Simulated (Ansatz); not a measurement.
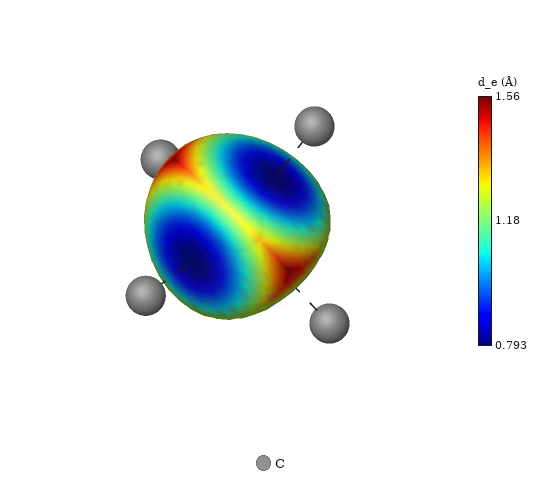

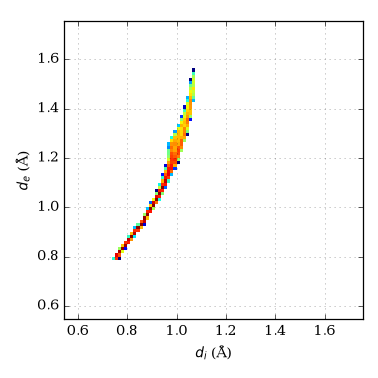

Hirshfeld surface computed for one C atom in C in space group Fd-3m, coloured by d_e. Dashed lines lead to the closest neighbours outside. The second picture is its fingerprint plot, coloured by area on a logarithmic scale (blue little, red much).

The surface is where the fragment's share of the procrystal density (the sum of the densities of spherically averaged neutral Hartree-Fock atoms) equals one half. d_i and d_e are the distances from the surface to the nearest nucleus inside and outside.

Origin of the cell: the input geometry of an electronic-structure calculation (not necessarily at equilibrium).

```cif
data_structure
_symmetry_space_group_name_H-M 'P 1'
_symmetry_Int_Tables_number 1
_cell_length_a 3.5669
_cell_length_b 3.5669
_cell_length_c 3.5669
_cell_angle_alpha 90.000
_cell_angle_beta 90.000
_cell_angle_gamma 90.000
_cell_volume 45.38
loop_
_atom_site_label
_atom_site_type_symbol
_atom_site_fract_x
_atom_site_fract_y
_atom_site_fract_z
_atom_site_occupancy
C1 C 0.50000 0.00000 0.50000 1
C2 C 0.25000 0.25000 0.25000 1
C3 C 0.50000 0.50000 0.00000 1
C4 C 0.25000 0.75000 0.75000 1
C5 C 0.00000 0.00000 0.00000 1
C6 C 0.75000 0.25000 0.75000 1
C7 C 0.00000 0.50000 0.50000 1
C8 C 0.75000 0.75000 0.25000 1
```

Q: What is the shortest distance from the fragment to an atom outside it?

A: C–C, 1.54 Å.

Q: How is the surface shared among contacts (nearest atom inside ··· nearest atom outside)?

A: C···C 100 %. The surface faces 4 neighbours with more than 2 % of its area each: 4 C.

Q: Give the size and shape of the surface.

A: It encloses about 3.4 Å³, has an area of about 11 Å² and a globularity of 0.96 (1 for a sphere).

Q: Where does the fingerprint reach closest to the origin?

A: The smallest d_i + d_e is about 1.5 Å, which belongs to the shortest contact, C···C at 1.54 Å; d_e runs from 0.79 to 1.56 Å.
